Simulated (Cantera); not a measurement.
Feed: 1 mol Ti(OiPr)4, 2.4 mol CH4, a varied amount of H2, at 1125 K and 4200 Pa.

These are equilibrium values from Cantera (NASA tables, ideal gas, pure condensed phases), not measurements of a reactor. Candidate condensed phases: C, C6H6, C7H8, C8H18, H2O, Ti, TiC, TiO, TiO2, Ti2O3, Ti3O5, Ti4O7; 113 gas species. The feed counts by its element totals alone. Condensed phases not in the tables: Magnéli phases beyond Ti4O7. Equilibrium is a limit: real reactors are often held back by kinetics, nucleation or transport.

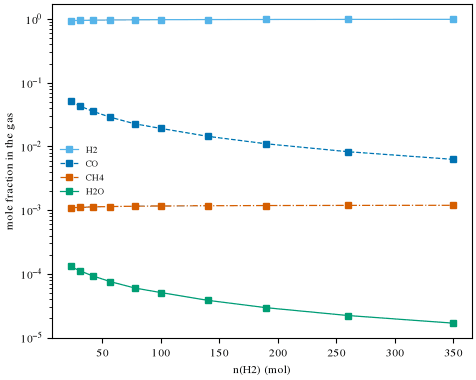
*Equilibrium gas composition (values under 1e-9 drawn at 1e-9)*

### Question
Read off the mole fractions at 78 mol H2.

### Answer
H2 about 0.98, CO about 0.023, CH4 about 0.0012, H2O about 6.0e-5.
